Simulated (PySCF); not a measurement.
**Two runs on Si₂PH₉**

System: Si₂PH₉.
Method of the first run: RKS PBE-D4/def2-TZVPP, density fitting (PySCF 2.14.0).

The geometry comes from this level: PBE0-D4/def2-TZVP. Text and figures count atoms from 1; the logs count them from 0 in places.

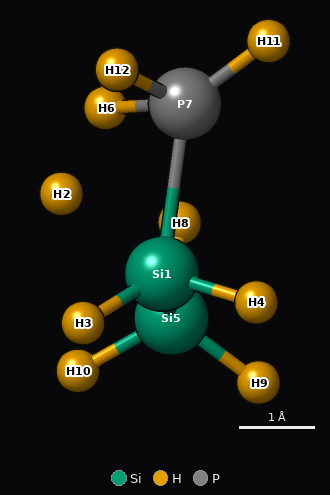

Fig. 1: The input geometry (ball-and-stick view, seen at an oblique angle; atoms are numbered from 1 in the order of the input). Bond lengths as drawn: H–P 1.41 to 1.50 Å, H–Si 1.49 to 1.51 Å, P–Si 2.29 Å and Si–Si 2.33 Å.

### The input, the first run
```python
import json, numpy as np
from pyscf import gto, scf, dft, mp, cc
EV, BOHR = 27.211386245988, 0.529177210903
mol = gto.M(atom="""
Si -0.407732 -0.319881 -0.895910
H 1.349932 0.095221 -0.314793
H 0.163960 -0.890382 -2.148421
H -1.859707 -0.146788 -1.267709
Si -0.173224 -1.563960 1.055592
H 1.238222 1.171888 0.456510
P 0.029771 1.810045 -0.162674
H 0.298803 -0.624985 2.112111
H -1.427363 -2.210917 1.536599
H 0.849661 -2.620159 0.842817
H -0.837112 2.959428 0.019995
H 0.774688 2.340490 -1.234116
""", basis="def2-tzvpp", charge=0, spin=0, max_memory=8670, verbose=0)
def mean_field(mol, dm=None):
    mf = dft.RKS(mol, xc="pbe").density_fit()
    mf.conv_tol = 1e-9; mf.grids.level = 4
    mf.kernel(dm0=dm)
    if not mf.converged: mf = mf.newton().run(mf.mo_coeff, mf.mo_occ)
    assert mf.converged
    return mf
def d4(mol):
    from pyscf.dispersion.dftd4 import DFTD4Dispersion
    real = gto.M(atom=[(mol.atom_pure_symbol(i), mol.atom_coord(i)) for i in range(12)], unit='B', charge=mol.charge, spin=None, basis='def2-svp', verbose=0)
    r = DFTD4Dispersion(real, xc="pbe", atm=True).get_dispersion(grad=True); return r["energy"], r["gradient"]
def energy_and_gradient(mol, dm=None):
    mf = mean_field(mol, dm); e, g = d4(mol)
    return mf, (mf.e_tot + e) * EV, (mf.nuc_grad_method().kernel()[:12] + g) * EV / BOHR
out = {}
mf = mean_field(mol); e = d4(mol)[0]
out.update(energy=(mf.e_tot + e) * EV, converged=True, dispersion=e * EV)
out['s2'] = mf.spin_square()[0]; out['nelec'] = mol.nelec
print(f"Total energy {out['energy']:.6f} eV, <S^2> {out['s2']:.4f}")
json.dump(out, open("out.json", "w"), default=float)
```

Launched with:
```bash
OMP_NUM_THREADS=4 python run.py
```

Hardware: 4 threads of Arm Neoverse V2, 23 GiB of memory available, shared host.

### Output (the first run)
```
Total energy -25175.723508 eV, <S^2> 0.0000
```

For the second run the input was changed thus:
```diff
-Si -0.407732 -0.319881 -0.895910
-H 1.349932 0.095221 -0.314793
-H 0.163960 -0.890382 -2.148421
-H -1.859707 -0.146788 -1.267709
-Si -0.173224 -1.563960 1.055592
-H 1.238222 1.171888 0.456510
-P 0.029771 1.810045 -0.162674
-H 0.298803 -0.624985 2.112111
-H -1.427363 -2.210917 1.536599
-H 0.849661 -2.620159 0.842817
-H -0.837112 2.959428 0.019995
-H 0.774688 2.340490 -1.234116
+Si -0.337598 -0.140072 -0.953428
+H 3.127285 0.244067 0.579204
+H 0.953185 -0.473790 -1.615330
+H -1.437948 -0.412643 -1.919735
+Si -0.616577 -1.459097 0.956958
+H 2.701527 0.838960 0.730080
+P -0.235027 2.027249 -0.321598
+H 0.481834 -1.201185 1.925549
+H -1.912712 -1.126024 1.608983
+H -0.621529 -2.903577 0.602278
+H -1.606598 2.079049 0.045617
+H -0.472977 2.537635 -1.625780
```

What does this change do to the results?

With the same method and basis, the second run lies 49.7 kcal/mol lower.

### Output (the second run)
```
Total energy -25177.876864 eV, <S^2> 0.0000
```

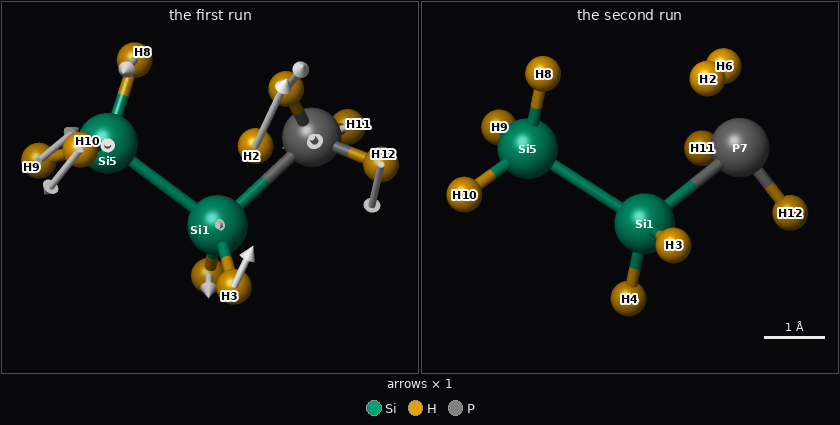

Fig. 2: The two input geometries at one scale (ball-and-stick view, seen at a tilt). The white arrows on the first give the shifts of the atoms after the best rigid fit, at true length. The largest move after the best rigid fit is that of H2, 1.88 Å. Largest moves by element: H 1.88 Å, P 0.41 Å, Si 0.30 Å. Among the contacts that change: H6–P7 1.500 → 3.338 Å, H2–H6 1.329 → 0.747 Å, Si1–P7 2.295 → 2.260 Å, P7–H11 1.451 → 1.421 Å.

### The two runs side by side

| quantity | the first run | the second run |
| --- | --- | --- |
| outcome | converged | converged |
| total energy (hartree) | −925.190774 | −925.269909 |
| basis functions | 252 | 252 |
| wall time (shared host) | 17 s | 16 s |
